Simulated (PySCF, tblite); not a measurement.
# C₅H₇BCl₂F₂: geometry, infrared bands and NMR shifts

Wanted: the infrared bands and NMR shifts of C₅H₇BCl₂F₂ (`C[C@@H](B(Cl)Cl)C1[C@H](F)[C@H]1F`), by calculation.

Computed with tblite 0.8.0 and PySCF 2.14.0, with density-fitted response routines of our own, on a single molecule in the gas phase. Atoms count from 0, in the outputs and in this text.

## Step 1: The starting structure

17 atoms, charge 0, multiplicity 1; geometry from: force field or distance geometry start.

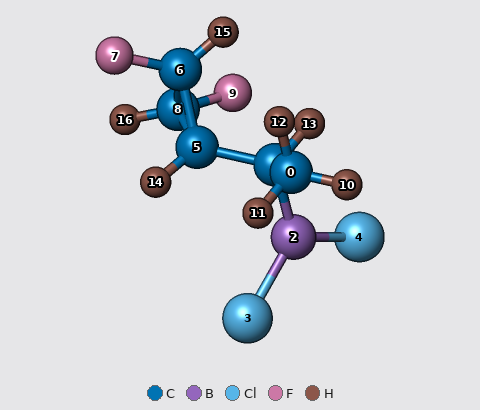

The starting geometry (carbon blue, boron purple, chlorine blue, fluorine pink, hydrogen brown), atoms numbered.

## Step 2: Geometry optimisation with GFN2-xTB

What the job is given:

```
{"job": {"kind": "relax", "xc": "GFN2-xTB", "basis": "xTB"}, "charge": 0, "multiplicity": 1}
C      1.183500     1.269500    -0.867200
C      0.640300    -0.065700    -0.366800
B      1.790200    -0.848500     0.467800
Cl     2.487800    -0.116000     2.001900
Cl     2.366800    -2.497400    -0.103400
C     -0.587800     0.154400     0.541700
C     -1.914200     0.222600    -0.196600
F     -2.828500     1.067300     0.408200
C     -1.576800    -0.997800     0.658500
F     -1.291900    -2.120500    -0.090100
H      2.060200     1.115200    -1.517900
H      1.453300     1.934100    -0.019400
H      0.388200     1.783100    -1.459600
H      0.388900    -0.689500    -1.246900
H     -0.509700     0.818600     1.441700
H     -1.924000     0.068200    -1.281200
H     -2.133200    -1.085400     1.619200
```

On the command line:

```bash
$ OMP_NUM_THREADS=1 python probes_run.py task.json out
```

This one command runs all jobs of the session in turn.

**Question.** This job is followed by: GFN2-xTB harmonic vibrations, gas phase; GIAO PBE0/pcSseg-1 NMR shielding, non-relativistic, gas phase. Predict these results of the whole session: strongest single infrared mode (GFN2-xTB); zero-point energy (GFN2-xTB); ¹³C shifts against TMS (PBE0/pcSseg-1); ¹H shifts against TMS (PBE0/pcSseg-1, means over atoms taken as alike); ¹¹B shifts against BF3·OEt2 (PBE0/pcSseg-1); ³⁵Cl shifts against HCl (PBE0/pcSseg-1, means over atoms taken as alike); ¹⁹F shifts against CFCl3 (PBE0/pcSseg-1); surface potential, least and greatest.

**Answer**, as computed:

```
                                                                quantity                             value
                               strongest single infrared mode (GFN2-xTB)              777 cm⁻¹, 111 km/mol
                                            zero-point energy (GFN2-xTB)                     72.5 kcal/mol
                                  ¹³C shifts against TMS (PBE0/pcSseg-1)  79.6, 78.4, 35.0, 33.2, 18.6 ppm
  ¹H shifts against TMS (PBE0/pcSseg-1, means over atoms taken as alike)  5.10, 4.46, 1.48, 1.44, 1.15 ppm
                             ¹¹B shifts against BF3·OEt2 (PBE0/pcSseg-1)                          64.1 ppm
³⁵Cl shifts against HCl (PBE0/pcSseg-1, means over atoms taken as alike)                           276 ppm
                                ¹⁹F shifts against CFCl3 (PBE0/pcSseg-1)                -236.7, -256.0 ppm
                                   surface potential, least and greatest                -0.79 V and 1.25 V
```

In words: The optimisation took 112 steps and gained 0.651 eV; among the close pairs (by a distance rule), B2–Cl3 changed most, from 1.838 to 1.712 Å. No mode is imaginary among the 45: a minimum at this level. The strongest single mode, at 777 cm⁻¹, moves mainly B2. GFN2-xTB is a fitted tight-binding method: band positions and strengths are rough. Its intensities can rank the bands wrongly. At PBE0/pcSseg-1: Shielding is most anisotropic at Cl3, Cl4 (span 547 ppm, paramagnetic term -474 ppm). At PBE0/pcSseg-1, counted by nearest atom on the grid, the HOMO lies on C6 24 %; C8 17 %, the LUMO on B2 57 %; Cl3, Cl4 about 13 % each.
